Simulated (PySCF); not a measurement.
# C3H13BSSi: what the fields show

Input

```
{"job": {"kind": "nmr", "xc": "PBE0", "basis": "pcSseg-1"}, "charge": 0, "multiplicity": 1}
C      2.296272     0.488126    -0.437067
C      1.860869    -0.693998     0.425902
B      0.361057    -1.228883     0.171172
S     -0.939209     0.168779     0.946987
C     -2.483501    -0.736894     0.626380
Si    -1.106507     1.732680    -0.577772
H      3.334620     0.760516    -0.246478
H      1.678398     1.365135    -0.229514
H      2.196923     0.244892    -1.493638
H      2.006466    -0.428583     1.477507
H      2.545436    -1.524577     0.230493
H      0.016526    -1.284487    -0.967563
H      0.069258    -2.177872     0.821450
H     -2.462947    -1.149305    -0.377181
H     -2.529091    -1.544744     1.349514
H     -3.329264    -0.069839     0.759023
H     -0.620361     1.237088    -1.855133
H     -0.362765     2.843335    -0.006010
H     -2.541984     2.007880    -0.625536
```

Command:

```sh
OMP_NUM_THREADS=1 python probes_run.py task.json out
```

Geometry: GFN2-xTB.

Computed with PySCF 2.14.0, PBE0/pcSseg-1, SCF density, gas phase, non-relativistic.

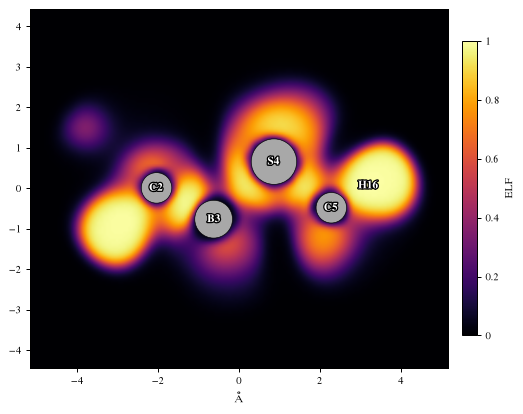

Figure 1. ELF on the plane of atoms B3, S4 and C5. Grey discs cover the atomic cores.

Read the bonding off the picture.

Answer. Atoms in the plane: C, B, S and H.
C–B (1.61 Å): the ELF peaks at about 1 between the atoms (a shared electron pair).
C–S (1.82 Å): the ELF peaks at about 0.90 between the atoms: a shared electron pair.
B–S (2.06 Å): the ELF peaks at about 0.95 between the atoms, as expected for localised, covalent bonding.
C–H (1.09 Å): the ELF climbs to about 1 towards the hydrogen, as it does in any bond to H; a covalent bond by its length.
The ELF also peaks beside S4, away from the bonds: lone-pair regions.

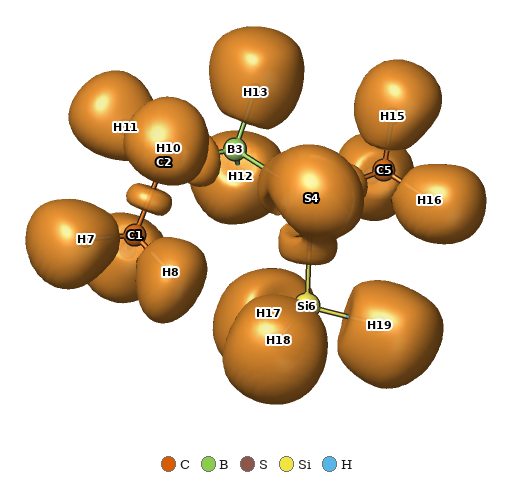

Figure 2. Isosurface of the ELF at 0.8 (orange), seen at a tilt. Core shells and regions of very low density are left out.

Where are the electrons localised?

Answer. At this value the surface marks out one region between bonded B–C atoms (shared pairs), one region between bonded C–C atoms (shared pairs), one region between bonded C–S atoms (shared pairs), 13 regions around hydrogen nuclei and one region on S in which the atom's valence shell and bonds are merged.


C–C (1.53 Å): the ELF peaks at about 0.95 between the atoms: a covalent bond.

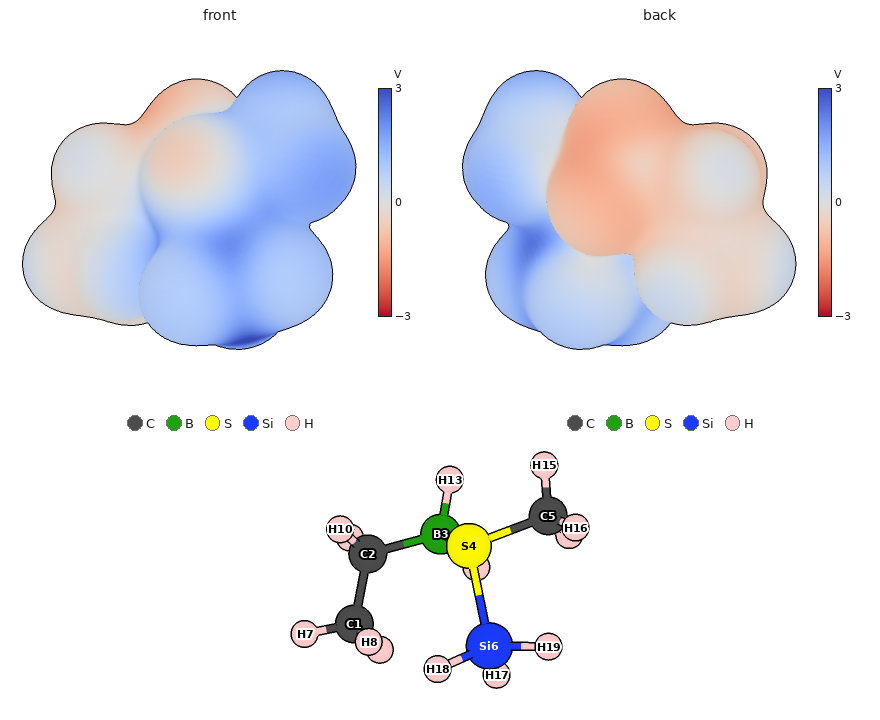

Figure 3. The electrostatic potential painted on the density surface at 0.004 e/bohr³, seen from the front and from behind; red is negative and blue positive. The bare structure is drawn below in the same view.

Where is the surface potential most negative and most positive?

Answer. The most negative region (about −1.3 V) lies over H12, the most positive (about +2.7 V) over Si6.
